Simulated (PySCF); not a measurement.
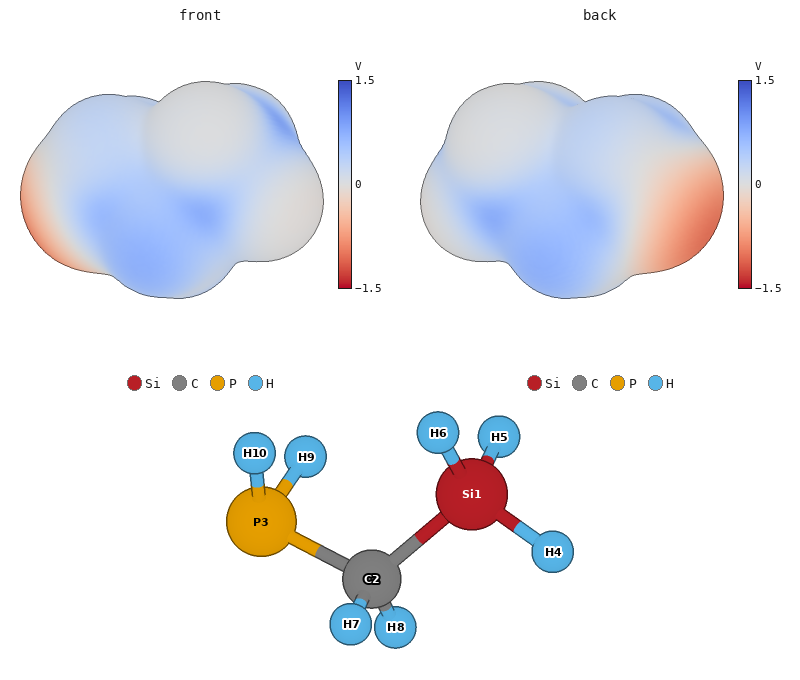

Figure 1: CH7PSi. The molecular electrostatic potential painted on the density surface at 0.001 e/bohr³, seen from the front and from behind; the colour scale runs from red (negative) to blue (positive). The bare structure is drawn below in the same view.

Geometry: GFN2-xTB.

Theory: PBE0/pcSseg-1, SCF density, gas phase, non-relativistic (PySCF 2.14.0).

```yaml
atoms:
  - { symbol: Si, position_ang: [1.0959, 0.6403, -0.0449] }
  - { symbol: C, position_ang: [-0.0352, -0.8952, -0.0881] }
  - { symbol: P, position_ang: [-1.8454, -0.5634, 0.1207] }
  - { symbol: H, position_ang: [2.4774, 0.1906, -0.2251] }
  - { symbol: H, position_ang: [0.7090, 1.5473, -1.1282] }
  - { symbol: H, position_ang: [0.9428, 1.3098, 1.2490] }
  - { symbol: H, position_ang: [0.2395, -1.6044, 0.6973] }
  - { symbol: H, position_ang: [0.0724, -1.4328, -1.0339] }
  - { symbol: H, position_ang: [-1.9205, 0.5051, -0.7753] }
  - { symbol: H, position_ang: [-1.7271, 0.3074, 1.2060] }
```

**Which sites attract a positive test charge, and which a negative one?**

A positive charge is drawn to the negative regions and a negative charge to the positive ones. The most negative region (about −1.0 V) lies over P3, the most positive (about +0.7 V) over Si1, H7 and H8.
